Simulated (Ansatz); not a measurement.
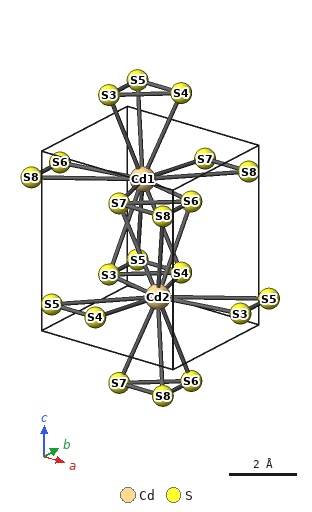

A crystal of CdS3 (a generated structure, set up in P6_3/mmc), before the relaxation. Style: ball-and-stick. Shown: the cell of the calculation, slightly off an axis.

Level of theory: DFT PBE, scalar-relativistic, plane waves, PAW in Ansatz 0.2.0.

The input:
```yaml
crystal:
  lattice:
    - [6.5856395179, 0.0, 0.0]
    - [-3.292819759, 5.7033311227, 0.0]
    - [0.0, 0.0, 5.5393632132]
  atoms:
    - { symbol: Cd, position: [0.3333333333, 0.6666666667, 0.75] }
    - { symbol: Cd, position: [0.6666666667, 0.3333333333, 0.25] }
    - { symbol: S, position: [0.2225630795, 0.4451261591, 0.25] }
    - { symbol: S, position: [0.5548738409, 0.7774369205, 0.25] }
    - { symbol: S, position: [0.2225630795, 0.7774369205, 0.25] }
    - { symbol: S, position: [0.7774369205, 0.5548738409, 0.75] }
    - { symbol: S, position: [0.4451261591, 0.2225630795, 0.75] }
    - { symbol: S, position: [0.7774369205, 0.2225630795, 0.75] }
basis:
  ecutwfc: 420
kpoints:
  mp_grid: { grid: [6, 6, 8] }
hamiltonian:
  xc: pbe
scf:
  occupations: { method: gaussian, width: 0.1 }
output:
  forces: true
  stress: true
  eigenvalues: true
  write_density: true
  write_potential: true
  elf: true
  volumetric_format: npy
relax:
  adjacent_minimum: "off"
  f_tol: 0.01
  max_steps: 80
  cell: { stress_tol: 0.05 }
```

Launched with:
```bash
ansatz run input.yaml --threads 1 --pin off --max-ram 2560MiB --backend cpu --events-out ev --progress --plain --runs-dir out
```

Question: Predict the outcome.

Answer: Over 11 accepted moves (14 points after the start) the energy falls by 0.469 eV per cell of the calculation. Largest force component: 0.08 eV/Å at the start, under 0.0001 eV/Å at the end. Pressure: 0.22 GPa at the start and 0.00 GPa at the end. The line search rejected the trial step at point 4 of the run. At 2 points the geometry stayed and the basis and grid were re-selected for the new cell (energy shift of 34.0 meV per cell of the calculation at most each time). The largest moves relative to the cell, 0.12 Å, are those of S3, S4, S5, S6, S7 and S8. S7 goes along [2 1 0]. Cd stays in place. The drawn cell changes as follows: a = b 6.586 → 6.936 Å (+5.3 %), c 5.539 → 6.730 Å (+21.5 %); the volume changes by +34.8 %. Among the contacts that change: Cd1–S3 3.044 → 3.576 Å, Cd1–S6 3.354 → 3.557 Å, S3–S4 2.188 → 2.097 Å. The space group stays P6_3/mmc (No. 194).

The structure at the end:

```xyz
8
Lattice="6.9356 0.0000 0.0000 -3.4678 6.0064 0.0000 0.0000 0.0000 6.7301" Properties=species:S:1:pos:R:3 pbc="T T T"
Cd    0.0000    4.0043    5.0476
Cd    3.4678    2.0021    1.6825
S     0.0000    2.7937    1.6825
S     1.0484    4.6096    1.6825
S    -1.0484    4.6096    1.6825
S     3.4678    3.2127    5.0476
S     2.4194    1.3968    5.0476
S     4.5162    1.3968    5.0476
```

After the run, drawn alike:

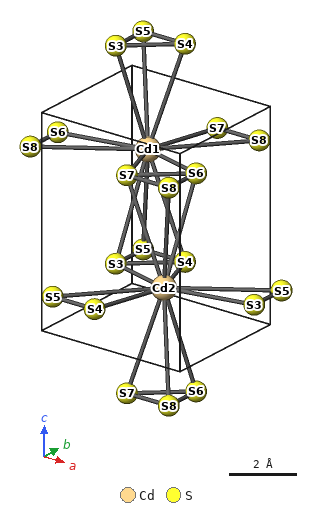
